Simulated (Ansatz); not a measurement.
**BN (boron nitride): UMP2/6-31G**

Aim: the electronic atomisation energy of BN (boron nitride) at UMP2/6-31G, from 3 runs. 

The results are computed with Ansatz 0.2.0.

66 further runs of the same task are left out: 66 set aside as unsound or not needed.

**1. The system as given**

BN: 2 atoms, total charge 0, spin state triplet. As SMILES, `B#N`. The shape is that of a GFN2-xTB optimisation.

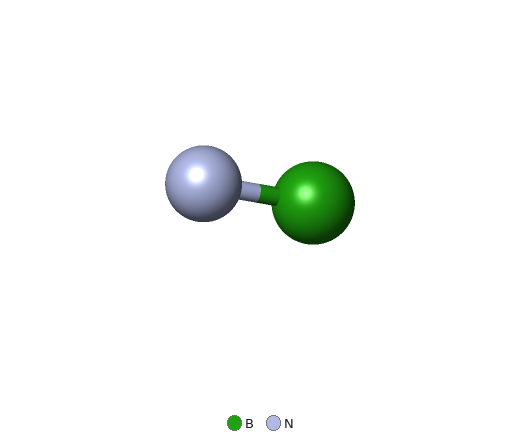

Viewed from a chosen angle; boron green, nitrogen light blue.

**2. The energy at UMP2/6-31G**

run.yaml reads:

```yaml
crystal:
  periodic: [false, false, false]
  atoms:
    - {symbol: B, position_ang: [0.000000, 0.000000, 0.000000]}
    - {symbol: "N", position_ang: [0.000000, 0.000000, 1.268430]}
basis:
  gaussian: {orbitals: 6-31G}
magnetization: {spin_polarized: true, initial_magnetization: 2}
correlation: {method: mp2, frozen_orbitals: {B: 1, "N": 1}}
accuracy: high
```

On the command line:

```bash
$ ansatz run run.yaml --threads 1 --pin off --max-ram 2610MiB --events-out events.jsonl --progress --plain --runs-dir runs
```

The program printed:

```text
Warning: RAYON_NUM_THREADS=1 ignored (pool sized by the plan → 1); use --threads N
Functional definition: HF
  name "HF"
  exchange = exact_x
  correlation = 0
417 factors; integrals over basis functions are off by at most 3.1e-9 eV
mean field evaluation 1: about -2146.4398 eV, gradient 1.5e1 eV
mean field evaluation 2: about -2146.4441 eV, gradient 1.5e1 eV
mean field evaluation 4: about -2147.9892 eV, gradient 2.7e0 eV
mean field evaluation 8: about -2148.3742 eV, gradient 5.4e-1 eV
mean field evaluation 16: about -2148.4034 eV, gradient 2.1e-8 eV
mean field evaluation 32: about -2148.4034 eV, gradient 2.8e-8 eV
mean field evaluation 64: about -2147.2446 eV, gradient 9.0e-1 eV
mean field evaluation 96: about -2147.1266 eV, gradient 4.6e-4 eV
mean field evaluation 128: about -2148.4009 eV, gradient 2.5e-1 eV
mean field -2148.40337683 eV, -78.9523678584 hartree, gradient 3.7e-8 eV, S^2 2.050443; 12 other end points of the search recorded, 0 dependent functions left out
2 core orbitals not correlated: weight in the atoms' cores, before any rotation towards them, 1.000 or more for the frozen orbitals, at most 0.000 for the correlated occupied ones
reference -2148.40337683 eV, -78.9523678584 hartree; 5, 3 occupied and 11, 13 virtual orbitals, 417 factors
second order -3.24099030 eV of doubles, -0.00000000 eV of singles
Total energy: -2151.64436713 eV, -79.0714720550 hartree
```

Wall time 0.14 s (1 thread of AMD EPYC 9R45 (Zen 5), shared host).

**3. The B atom**

in.yaml reads:

```yaml
crystal:
  periodic: [false, false, false]
  atoms:
    - symbol: B
      position_ang: [0.000000, 0.000000, 0.000000]
basis:
  gaussian:
    orbitals: 6-31G
correlation:
  method: mp2
  frozen_orbitals: {B: 1}
magnetization:
  spin_polarized: true
  initial_magnetization: 1
accuracy: high
```

Run the same way, it converges to -24.54238 Eh (log not shown).

**4. The N atom, same level**

molecule.yaml reads:

```yaml
crystal:
  periodic: [false, false, false]
  atoms:
    - {symbol: "N", position_ang: [0.000000, 0.000000, 0.000000]}
basis:
  gaussian:
    orbitals: 6-31G
accuracy: high
magnetization:
  spin_polarized: true
  initial_magnetization: 3
correlation:
  method: mp2
  frozen_orbitals: {"N": 1}
```

Run the same way, it converges to -54.41178 Eh (log not shown).

**5. Results**

At UMP2/6-31G, 2 core orbitals frozen:

| quantity | value |
| --- | --- |
| molecule: total energy | -79.07147 Eh |
| molecule: correlation energy (2 core orbitals frozen) | -119.1 mEh |
| molecule: ⟨S²⟩ of the reference determinant | 2.050 |
| B atom: total energy | -24.54238 Eh |
| B atom: correlation energy (1 core orbital frozen) | -22.9 mEh |
| B atom: ⟨S²⟩ of the reference determinant | 0.750 |
| N atom: total energy | -54.41178 Eh |
| N atom: correlation energy (1 core orbital frozen) | -26.8 mEh |
| N atom: ⟨S²⟩ of the reference determinant | 3.755 |
| electronic atomisation energy | 3.192 eV |

What this shows: Taking the molecule apart into free atoms costs 3.19 eV (308 kJ/mol), before zero-point energy and without spin-orbit coupling. The basis has no polarisation functions, which makes bonds too weak.
